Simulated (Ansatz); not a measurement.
**ZnS, response to strain**

The reference is ZnS in the wurtzite structure (space group P6_3mc, No. 186; a = 3.738 Å, c = 6.143 Å). Axes: x lies along a and z along c of the hexagonal cell.

Strains are applied to the cell and any free atomic positions relax; under biaxial strain the out-of-plane vector relaxes too.

All numbers come from Ansatz (an electronic-structure program) LDA, spin-orbit coupling left out.

Notes on the quantities. pressure: mean of the normal stresses, compression positive.

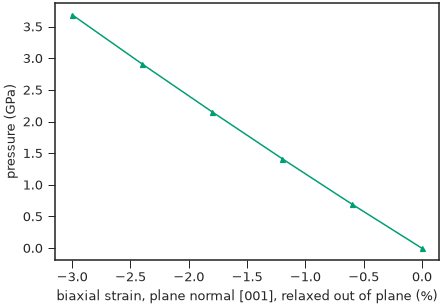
*Pressure against biaxial strain, plane normal [001], relaxed out of plane*

```json
[
 {"biaxial strain, plane normal [001], relaxed out of plane (%)": "-3", "pressure": "3.69 GPa"},
 {"biaxial strain, plane normal [001], relaxed out of plane (%)": "-2.4", "pressure": "2.91 GPa"},
 {"biaxial strain, plane normal [001], relaxed out of plane (%)": "-1.8", "pressure": "2.15 GPa"},
 {"biaxial strain, plane normal [001], relaxed out of plane (%)": "-1.2", "pressure": "1.41 GPa"},
 {"biaxial strain, plane normal [001], relaxed out of plane (%)": "-0.6", "pressure": "0.69 GPa"}
]
```

Whether these cells are dynamically stable was not tested.
